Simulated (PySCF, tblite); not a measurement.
# C₄H₂F₃O₂−: dynamics, then NMR shifts on frames, part 2 of 2

tblite 0.8.0 and PySCF 2.14.0. Atoms count from 0. The steps go on from the part before.

## (4) NMR shieldings: 425 fs, PBE0/pcSseg-1

The job: settings as JSON, then the geometry in Å.

```
{"job": {"kind": "nmr", "xc": "PBE0", "basis": "pcSseg-1", "pop": false}, "charge": -1, "multiplicity": 1}
C      0.429100    -1.186300    -1.076100
C      0.181300    -0.556800     0.072100
C      1.364300     0.071300     0.899000
O      1.276300     1.302800     0.943800
O      2.119500    -0.702300     1.489100
C     -1.209500    -0.295900     0.505300
F     -2.021600    -1.464000     0.702600
F     -1.974800     0.341100    -0.454800
F     -1.438100     0.457900     1.537600
H      1.460000    -1.453100    -1.098200
H     -0.221400    -1.518000    -1.933800
```

Level: GIAO PBE0/pcSseg-1 NMR shielding, non-relativistic, gas phase.

Output:

```text
coarse grid: 11016 points
cycle   1  E = -602.5347889919  dE =  1.533e+00  |g| = 1.383e+00  |ddm| = 3.157e+00
cycle   2  E = -600.9671719487  dE =  1.568e+00  |g| = 2.928e+00  |ddm| = 3.577e+00
cycle   3  E = -602.8034538786  dE = -1.836e+00  |g| = 5.600e-01  |ddm| = 3.151e+00
cycle   4  E = -602.8749615098  dE = -7.151e-02  |g| = 1.488e-01  |ddm| = 5.723e-01
cycle   5  E = -602.8754978063  dE = -5.363e-04  |g| = 1.405e-01  |ddm| = 2.273e-01
cycle   6  E = -602.8792713443  dE = -3.774e-03  |g| = 3.107e-02  |ddm| = 1.191e-01
cycle   7  E = -602.8794191811  dE = -1.478e-04  |g| = 1.324e-02  |ddm| = 2.798e-02
cycle   8  E = -602.8794542433  dE = -3.506e-05  |g| = 2.742e-03  |ddm| = 1.178e-02
cycle   9  E = -602.8794557998  dE = -1.556e-06  |g| = 1.074e-03  |ddm| = 2.489e-03
final grid: 112808 points
cycle  10  E = -602.9739341945  dE = -2.864e-05  |g| = 1.185e-02  |ddm| = 2.135e-02
cycle  11  E = -602.9738884395  dE =  4.576e-05  |g| = 1.978e-02  |ddm| = 2.335e-02
cycle  12  E = -602.9739599001  dE = -7.146e-05  |g| = 1.074e-03  |ddm| = 1.485e-02
cycle  13  E = -602.9739600624  dE = -1.623e-07  |g| = 5.707e-04  |ddm| = 1.030e-03
cycle  14  E = -602.9739601113  dE = -4.893e-08  |g| = 2.274e-04  |ddm| = 5.104e-04
cycle  15  E = -602.9739601206  dE = -9.261e-09  |g| = 5.844e-05  |ddm| = 1.813e-04
cycle  16  E = -602.9739601212  dE = -5.782e-10  |g| = 1.514e-05  |ddm| = 5.678e-05
converged SCF energy = -602.9739601212

GIAO shielding tensors (ppm)
atom      isotropic    diamagn.    paramagn.     s11        s22        s33       span
  0 C       69.852     251.951    -182.099    -37.254     79.339    167.471    204.724
  1 C       28.843     265.650    -236.808    -86.108     31.558    141.078    227.186
  2 C       21.848     240.961    -219.113    -79.061     51.874     92.732    171.792
  3 O      -35.275     407.245    -442.520   -266.893    -60.852    221.922    488.815
  4 O      -11.578     404.029    -415.607   -197.020    -58.739    221.026    418.046
  5 C       47.434     236.847    -189.412     40.527     47.379     54.397     13.870
  6 F      194.855     475.253    -280.398     85.412    133.210    365.943    280.531
  7 F      214.185     477.695    -263.511    119.862    174.828    347.864    228.002
  8 F      260.870     472.328    -211.457    197.126    276.525    308.960    111.835
  9 H       26.420      30.992      -4.573     23.515     25.043     30.701      7.185
 10 H       25.459      29.323      -3.864     22.400     24.873     29.102      6.702
```

Run time: 13 s. Hardware: 1 thread of Arm Neoverse V2, shared host; peak memory 0.75 GiB.

This run: δ C2 165.1, C1 158.1, C5 139.5, C0 117.1, H10 6.26, H9 5.30 ppm.

## (5) NMR shieldings: 625 fs, PBE0/pcSseg-1

The job: settings as JSON, then the geometry in Å.

```
{"job": {"kind": "nmr", "xc": "PBE0", "basis": "pcSseg-1", "pop": false}, "charge": -1, "multiplicity": 1}
C      0.545900    -1.684200    -0.813000
C      0.351200    -0.684800     0.032300
C      1.586100     0.009100     0.916700
O      2.170200     0.895200     0.376500
O      1.832600    -0.557400     1.964400
C     -1.007400    -0.320600     0.404400
F     -1.870500    -1.283700     0.968900
F     -1.727600     0.202700    -0.575900
F     -1.094900     0.673800     1.315900
H      1.564400    -1.909500    -1.092100
H     -0.337700    -2.268000    -1.143000
```

Method: GIAO PBE0/pcSseg-1 NMR shielding, non-relativistic, gas phase.

Output:

```text
coarse grid: 11016 points
cycle   1  E = -602.5440680275  dE =  1.630e+00  |g| = 1.368e+00  |ddm| = 3.139e+00
cycle   2  E = -600.9766237841  dE =  1.567e+00  |g| = 2.911e+00  |ddm| = 3.495e+00
cycle   3  E = -602.7989839813  dE = -1.822e+00  |g| = 5.636e-01  |ddm| = 3.106e+00
cycle   4  E = -602.8740450302  dE = -7.506e-02  |g| = 1.285e-01  |ddm| = 5.759e-01
cycle   5  E = -602.8744744907  dE = -4.295e-04  |g| = 1.240e-01  |ddm| = 2.010e-01
cycle   6  E = -602.8772900371  dE = -2.816e-03  |g| = 2.687e-02  |ddm| = 1.015e-01
cycle   7  E = -602.8774085255  dE = -1.185e-04  |g| = 1.003e-02  |ddm| = 2.405e-02
cycle   8  E = -602.8774279059  dE = -1.938e-05  |g| = 2.698e-03  |ddm| = 9.388e-03
cycle   9  E = -602.8774294910  dE = -1.585e-06  |g| = 8.683e-04  |ddm| = 2.325e-03
final grid: 112808 points
cycle  10  E = -602.9716301674  dE = -3.010e-05  |g| = 1.180e-02  |ddm| = 2.306e-02
cycle  11  E = -602.9715885119  dE =  4.166e-05  |g| = 1.925e-02  |ddm| = 2.270e-02
cycle  12  E = -602.9716556197  dE = -6.711e-05  |g| = 1.040e-03  |ddm| = 1.425e-02
cycle  13  E = -602.9716557844  dE = -1.648e-07  |g| = 5.036e-04  |ddm| = 9.521e-04
cycle  14  E = -602.9716558301  dE = -4.568e-08  |g| = 1.811e-04  |ddm| = 4.746e-04
cycle  15  E = -602.9716558358  dE = -5.722e-09  |g| = 5.529e-05  |ddm| = 1.509e-04
cycle  16  E = -602.9716558364  dE = -5.193e-10  |g| = 1.668e-05  |ddm| = 5.171e-05
converged SCF energy = -602.9716558364

GIAO shielding tensors (ppm)
atom      isotropic    diamagn.    paramagn.     s11        s22        s33       span
  0 C       69.091     253.554    -184.462    -47.561     90.906    163.929    211.490
  1 C       15.282     265.481    -250.199   -117.058     23.347    139.558    256.616
  2 C       31.499     238.909    -207.410    -67.629     37.163    124.963    192.591
  3 O        9.799     405.445    -395.646   -139.826    -39.344    208.567    348.393
  4 O        0.665     404.345    -403.680   -150.517    -12.769    165.283    315.800
  5 C       49.021     237.589    -188.569     38.759     48.591     59.712     20.953
  6 F      218.614     475.729    -257.115    122.865    163.011    369.966    247.101
  7 F      239.236     476.322    -237.086    171.099    228.505    318.102    147.003
  8 F      237.187     475.858    -238.671    160.723    215.437    335.401    174.678
  9 H       25.913      30.379      -4.466     22.955     25.079     29.706      6.751
 10 H       25.633      29.568      -3.935     21.592     24.557     30.750      9.158
```

It took 13 s on 1 thread of Arm Neoverse V2, shared host; peak memory 0.75 GiB.

This run: δ C1 171.6, C2 155.4, C5 137.9, C0 117.8, H10 6.08, H9 5.80 ppm.

## (6) NMR shieldings: 800 fs, PBE0/pcSseg-1

The job: settings as JSON, then the geometry in Å.

```
{"job": {"kind": "nmr", "xc": "PBE0", "basis": "pcSseg-1", "pop": false}, "charge": -1, "multiplicity": 1}
C      0.297500    -1.576900    -1.045000
C      0.138700    -0.529100    -0.226500
C      1.432300     0.042900     0.469500
O      2.207200     0.509100    -0.343600
O      1.417100    -0.113400     1.707600
C     -1.232800    -0.102600     0.321900
F     -2.070200    -1.125500     0.439700
F     -1.938000     0.751000    -0.558700
F     -1.154400     0.516000     1.513100
H      1.297900    -1.887300    -1.275600
H     -0.585100    -2.091900    -1.292200
```

With the program's defaults for keys left out, this is: GIAO PBE0/pcSseg-1 NMR shielding, non-relativistic, gas phase.

Output:

```text
coarse grid: 11016 points
cycle   1  E = -602.5466005497  dE =  1.524e+00  |g| = 1.371e+00  |ddm| = 3.147e+00
cycle   2  E = -601.3947600012  dE =  1.152e+00  |g| = 2.703e+00  |ddm| = 3.393e+00
cycle   3  E = -602.8306197350  dE = -1.436e+00  |g| = 4.834e-01  |ddm| = 2.841e+00
cycle   4  E = -602.8797866567  dE = -4.917e-02  |g| = 1.728e-01  |ddm| = 5.161e-01
cycle   5  E = -602.8822482693  dE = -2.462e-03  |g| = 1.274e-01  |ddm| = 2.191e-01
cycle   6  E = -602.8853202805  dE = -3.072e-03  |g| = 2.103e-02  |ddm| = 1.024e-01
cycle   7  E = -602.8853924657  dE = -7.219e-05  |g| = 8.707e-03  |ddm| = 1.872e-02
cycle   8  E = -602.8854071807  dE = -1.471e-05  |g| = 2.141e-03  |ddm| = 7.567e-03
cycle   9  E = -602.8854081537  dE = -9.730e-07  |g| = 7.858e-04  |ddm| = 1.962e-03
final grid: 112808 points
cycle  10  E = -602.9794339538  dE = -3.233e-05  |g| = 1.156e-02  |ddm| = 2.278e-02
cycle  11  E = -602.9793957658  dE =  3.819e-05  |g| = 1.865e-02  |ddm| = 2.180e-02
cycle  12  E = -602.9794581647  dE = -6.240e-05  |g| = 1.220e-03  |ddm| = 1.365e-02
cycle  13  E = -602.9794583826  dE = -2.179e-07  |g| = 6.141e-04  |ddm| = 1.161e-03
cycle  14  E = -602.9794584432  dE = -6.060e-08  |g| = 2.143e-04  |ddm| = 5.446e-04
cycle  15  E = -602.9794584514  dE = -8.207e-09  |g| = 6.089e-05  |ddm| = 1.718e-04
cycle  16  E = -602.9794584521  dE = -6.553e-10  |g| = 1.604e-05  |ddm| = 5.702e-05
converged SCF energy = -602.9794584521

GIAO shielding tensors (ppm)
atom      isotropic    diamagn.    paramagn.     s11        s22        s33       span
  0 C       72.587     253.756    -181.169    -47.165     96.497    168.430    215.595
  1 C       10.043     266.490    -256.447   -129.027     26.371    132.785    261.811
  2 C       21.295     243.057    -221.762    -77.589     52.283     89.193    166.782
  3 O       -4.888     405.936    -410.824   -209.976    -34.062    229.373    439.349
  4 O       -9.096     406.699    -415.795   -234.316    -21.627    228.655    462.971
  5 C       47.444     239.488    -192.044     40.045     47.787     54.500     14.455
  6 F      256.411     473.658    -217.247    181.667    253.465    334.102    152.435
  7 F      225.257     476.116    -250.859    119.397    194.363    362.012    242.615
  8 F      247.039     474.264    -227.225    171.305    248.767    321.045    149.739
  9 H       25.714      31.302      -5.588     22.327     25.243     29.573      7.246
 10 H       26.751      32.226      -5.475     21.853     26.256     32.144     10.291
```

It took 13 s on 1 thread of Arm Neoverse V2, shared host; peak memory 0.75 GiB.

This run: δ C1 176.9, C2 165.6, C5 139.5, C0 114.3, H9 6.00, H10 4.97 ppm.

## (7) NMR shieldings: 1000 fs, PBE0/pcSseg-1

The job: settings as JSON, then the geometry in Å.

```
{"job": {"kind": "nmr", "xc": "PBE0", "basis": "pcSseg-1", "pop": false}, "charge": -1, "multiplicity": 1}
C     -0.361200    -1.365100    -1.541200
C     -0.111000    -0.642900    -0.421700
C      1.205000    -0.078700     0.125000
O      1.947700     0.493600    -0.668000
O      1.330400    -0.296300     1.316500
C     -1.169500     0.012400     0.278700
F     -2.384500    -0.635300     0.277600
F     -1.517900     1.222600    -0.284500
F     -0.999100     0.271600     1.606700
H      0.461600    -1.575900    -2.190400
H     -1.293800    -1.715400    -1.883400
```

With the program's defaults for keys left out, this is: GIAO PBE0/pcSseg-1 NMR shielding, non-relativistic, gas phase.

Output:

```text
coarse grid: 11016 points
cycle   1  E = -602.5396185932  dE =  1.667e+00  |g| = 1.375e+00  |ddm| = 3.168e+00
cycle   2  E = -600.8611660094  dE =  1.678e+00  |g| = 2.941e+00  |ddm| = 3.734e+00
cycle   3  E = -602.7927677398  dE = -1.932e+00  |g| = 5.839e-01  |ddm| = 3.325e+00
cycle   4  E = -602.8735714597  dE = -8.080e-02  |g| = 1.431e-01  |ddm| = 5.763e-01
cycle   5  E = -602.8742691624  dE = -6.977e-04  |g| = 1.310e-01  |ddm| = 2.267e-01
cycle   6  E = -602.8778876286  dE = -3.618e-03  |g| = 3.613e-02  |ddm| = 1.272e-01
cycle   7  E = -602.8780942731  dE = -2.066e-04  |g| = 1.576e-02  |ddm| = 3.513e-02
cycle   8  E = -602.8781425824  dE = -4.831e-05  |g| = 3.328e-03  |ddm| = 1.366e-02
cycle   9  E = -602.8781447150  dE = -2.133e-06  |g| = 1.220e-03  |ddm| = 3.069e-03
final grid: 112808 points
cycle  10  E = -602.9722399320  dE = -3.405e-05  |g| = 1.206e-02  |ddm| = 2.532e-02
cycle  11  E = -602.9721969468  dE =  4.299e-05  |g| = 1.957e-02  |ddm| = 2.448e-02
cycle  12  E = -602.9722667662  dE = -6.982e-05  |g| = 8.968e-04  |ddm| = 1.553e-02
cycle  13  E = -602.9722668871  dE = -1.209e-07  |g| = 4.093e-04  |ddm| = 7.716e-04
cycle  14  E = -602.9722669143  dE = -2.720e-08  |g| = 1.045e-04  |ddm| = 3.024e-04
cycle  15  E = -602.9722669162  dE = -1.865e-09  |g| = 4.691e-05  |ddm| = 1.163e-04
cycle  16  E = -602.9722669166  dE = -4.018e-10  |g| = 1.658e-05  |ddm| = 4.347e-05
converged SCF energy = -602.9722669166

GIAO shielding tensors (ppm)
atom      isotropic    diamagn.    paramagn.     s11        s22        s33       span
  0 C       75.028     250.942    -175.914    -29.230     79.470    174.844    204.075
  1 C       31.606     265.542    -233.936    -76.674     21.693    149.801    226.475
  2 C       24.893     239.865    -214.972    -73.016     60.405     87.289    160.305
  3 O      -20.461     406.432    -426.893   -226.197    -59.356    224.171    450.369
  4 O      -33.901     406.567    -440.468   -278.419    -86.718    263.436    541.855
  5 C       48.306     236.602    -188.296     39.656     47.305     57.957     18.301
  6 F      248.882     475.072    -226.191    154.728    229.171    362.746    208.019
  7 F      213.144     476.750    -263.606    117.817    182.188    339.428    221.611
  8 F      224.316     475.334    -251.018    142.185    222.751    308.012    165.827
  9 H       26.700      30.741      -4.040     24.128     25.545     30.428      6.299
 10 H       26.658      30.953      -4.295     23.096     26.037     30.842      7.746
```

It took 13 s on 1 thread of Arm Neoverse V2, shared host; peak memory 0.75 GiB.

Key values: δ C2 162.0, C1 155.3, C5 138.6, C0 111.9, H10 5.06, H9 5.02 ppm.

## (8) Comparing the runs: NMR shifts

Shifts (ppm) of some atoms, chosen among heavy atoms and hydrogens apart, with basis size and wall time:

```tsv
frame	H9	H10	O3	O4	F6	F7	F8	functions	time
250 fs	8.14	6.80	338.3	318.3	-68.7	-74.0	-77.7	163	17 s
425 fs	5.30	6.26	371.4	347.7	-23.9	-43.2	-89.9	163	13 s
625 fs	5.80	6.08	326.3	335.4	-47.7	-68.3	-66.2	163	13 s
800 fs	6.00	4.97	341.0	345.2	-85.5	-54.3	-76.1	163	13 s
1000 fs	5.02	5.06	356.5	370.0	-77.9	-42.2	-53.4	163	13 s
```

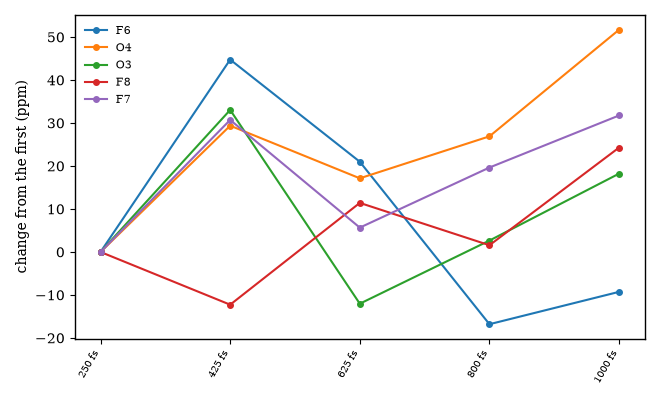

How five of the tabulated atoms move from run to run.

## (9) Summary of results

This closing draws on all 2 parts.

```
                                        quantity                           value
                                      thermostat                           300 K
                   mean temperature, second half                           254 K
         mean potential energy above the minimum                         0.32 eV
  ¹³C shifts against TMS (PBE0/pcSseg-1, 250 fs)  162.4, 156.3, 138.3, 137.8 ppm
   ¹H shifts against TMS (PBE0/pcSseg-1, 250 fs)                  8.14, 6.80 ppm
  ¹⁷O shifts against H2O (PBE0/pcSseg-1, 250 fs)                338.3, 318.3 ppm
¹⁹F shifts against CFCl3 (PBE0/pcSseg-1, 250 fs)         -68.7, -74.0, -77.7 ppm
                        range of the shift of F6              -85.5 to -23.9 ppm
```

What this shows: In the second half the potential energy averages 0.32 eV above the minimum; equipartition over 27 harmonic modes at 300 K would give 0.35 eV. With 11 atoms the temperature swings widely (141 to 424 K). Shifts at one fixed geometry are not the observed spectrum, which averages over the motion. In ppm, F6 moves most: its shift spreads over 61.6 ppm, from -85.5 (800 fs) to -23.9 (425 fs).
